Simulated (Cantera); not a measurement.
A closed system holds: 1 mol Zr, 2.8 mol O2, 5.3 mol N2, at 79.0 mbar.

Cantera equilibrium calculation (NASA polynomials, part measured and part estimated; ideal gas, pure solids and liquids). Candidate condensed phases: Zr, ZrN, ZrO2; 13 gas species. Rates play no part.

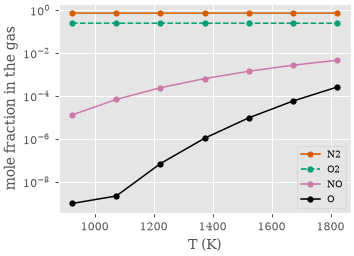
Figure: Equilibrium gas composition (values under 1e-9 drawn at 1e-9)

Problem. Read off the mole fractions at 1073 K.

Solution. N2 about 0.75, O2 about 0.25, NO about 7.1e-5.
